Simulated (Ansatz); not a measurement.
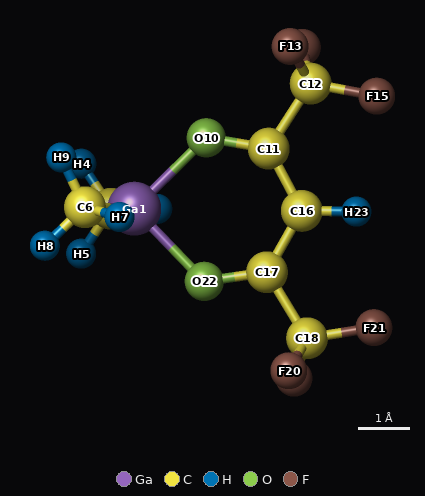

Fig. 1: The input geometry of the first run (ball-and-stick view, seen at a tilt; atoms are numbered from 1 in the order of the input). Sticks mark near contacts.

# What a change does: single-point calculation on C$_{7}$H$_{7}$F$_{6}$GaO$_{2}$

System: C$_{7}$H$_{7}$F$_{6}$GaO$_{2}$ (GaMe2(hfac)), multiplicity 3.
Method of the first run: UKS PBE0-D4/def2-TZVP (Ansatz 0.2.0).

The geometry comes from this level: PBE-D4/def2-SVP. Text and figures count atoms from 1; the logs count them from 0 in places.

The input, the first run:
```yaml
crystal:
  periodic: [false, false, false]
  atoms:
    - {symbol: Ga, position_ang: [1.327145, -0.052667, 1.044308]}
    - {symbol: C, position_ang: [0.729274, -0.022808, 2.916494]}
    - {symbol: H, position_ang: [-0.375982, 0.033306, 2.965818]}
    - {symbol: H, position_ang: [1.148387, 0.853401, 3.450241]}
    - {symbol: H, position_ang: [1.057182, -0.938355, 3.448128]}
    - {symbol: C, position_ang: [3.050644, -0.116169, 0.102945]}
    - {symbol: H, position_ang: [2.891872, -0.302677, -0.978046]}
    - {symbol: H, position_ang: [3.698097, -0.920288, 0.507394]}
    - {symbol: H, position_ang: [3.586979, 0.848083, 0.216348]}
    - {symbol: O, position_ang: [0.280460, 1.418826, 0.134298]}
    - {symbol: C, position_ang: [-0.727895, 1.258552, -0.622328]}
    - {symbol: C, position_ang: [-1.326544, 2.588770, -1.130076]}
    - {symbol: F, position_ang: [-0.393098, 3.280657, -1.810026]}
    - {symbol: F, position_ang: [-1.730388, 3.334563, -0.083978]}
    - {symbol: F, position_ang: [-2.385996, 2.396639, -1.944484]}
    - {symbol: C, position_ang: [-1.320329, 0.047584, -1.026120]}
    - {symbol: C, position_ang: [-0.824165, -1.204721, -0.618408]}
    - {symbol: C, position_ang: [-1.513038, -2.485377, -1.139101]}
    - {symbol: F, position_ang: [-1.879696, -3.264158, -0.104597]}
    - {symbol: F, position_ang: [-0.653204, -3.179728, -1.910871]}
    - {symbol: F, position_ang: [-2.612704, -2.212990, -1.874159]}
    - {symbol: O, position_ang: [0.164017, -1.440868, 0.144971]}
    - {symbol: H, position_ang: [-2.191007, 0.080415, -1.688752]}
basis:
  gaussian: {orbitals: def2-TZVP, fitting: {mean_field: def2-universal-jkfit}}
magnetization: {spin_polarized: true, initial_magnetization: 2}
hamiltonian: {xc: pbe0, dispersion: d4}
scf: {omitted_lower_state_checks: [starts]}
output: {orbitals: {seedname: orbitals}}
```

Command:
```bash
ansatz run in.yaml --threads 2 --pin off --events-out ev --progress --plain --max-ram 32768MiB --backend cuda --devices 0, --max-vram 18GiB
```

Hardware: 2 CPU threads, shared host.

Output (the first run):
```
Functional definition: PBE0
  parameter a = 0.25
  parameter kappa = 0.804
  parameter beta = 0.06672455060314922
  exchange = (1 - a)*pbe_x(kappa = kappa, mu = beta*pi^2/3) + a*exact_x
  correlation = pbe_c(beta = beta)
these checks for a lower state are left out or cut short: starts
1533 factors; integrals over basis functions are off by at most 1.6e0 eV
mean field evaluation 1: about -80104.9594 eV, gradient 7.0e1 eV
mean field evaluation 2: about -80094.9389 eV, gradient 8.8e1 eV
mean field evaluation 4: about -80122.1193 eV, gradient 6.3e0 eV
mean field evaluation 8: about -80122.2639 eV, gradient 5.2e-1 eV
mean field evaluation 16: about -80122.2654 eV, gradient 1.4e-3 eV
mean field -80122.26541748 eV, -2944.4389452704 hartree, gradient 5.0e-5 eV, S^2 2.008141; 0 other end points of the search recorded, 0 dependent functions left out
reference -80122.26545526 eV, -2944.4389466585 hartree; 76, 74 occupied and 479, 481 virtual orbitals, 1533 factors
Total energy: -80122.86978238 eV, -2944.4611552709 hartree
Checks for a lower state left out: starts
```

The input of the second run differs as follows (lines with − go, lines with + come):
```diff
-magnetization: {spin_polarized: true, initial_magnetization: 2}
+total_charge: 1
+magnetization: {spin_polarized: true, initial_magnetization: 1}
```

How does the second run compare with the first run?

The total energies belong to different systems, so their difference says nothing on which is more stable or more accurate. The HOMO goes from −5.33 to −12.84 eV. The LUMO goes from −5.63 to −10.89 eV.

Output (the second run):
```
Functional definition: PBE0
  parameter a = 0.25
  parameter kappa = 0.804
  parameter beta = 0.06672455060314922
  exchange = (1 - a)*pbe_x(kappa = kappa, mu = beta*pi^2/3) + a*exact_x
  correlation = pbe_c(beta = beta)
these checks for a lower state are left out or cut short: starts
1533 factors; integrals over basis functions are off by at most 1.6e0 eV
mean field evaluation 1: about -80097.1483 eV, gradient 7.5e1 eV
mean field evaluation 2: about -80086.8966 eV, gradient 9.7e1 eV
mean field evaluation 4: about -80115.3793 eV, gradient 6.2e0 eV
mean field evaluation 8: about -80115.5178 eV, gradient 3.6e-1 eV
mean field evaluation 16: about -80115.5204 eV, gradient 3.2e-3 eV
mean field -80115.52044189 eV, -2944.1910719894 hartree, gradient 2.3e-5 eV, S^2 0.770013; 0 other end points of the search recorded, 0 dependent functions left out
reference -80115.52047933 eV, -2944.1910733651 hartree; 75, 74 occupied and 480, 481 virtual orbitals, 1533 factors
Total energy: -80116.09919542 eV, -2944.2123407893 hartree
Checks for a lower state left out: starts
```

The two runs side by side:

| quantity | the first run | the second run |
| --- | --- | --- |
| outcome | converged | converged |
| total energy (hartree) | −2944.461155 | −2944.212341 |
| HOMO (eV) | −5.33 | −12.84 |
| LUMO (eV) | −5.63 | −10.89 |
| ⟨S²⟩ | 2.008 | 0.770 |
| basis functions | 555 | 555 |
| wall time (shared host) | 7 s | 8.5 s |
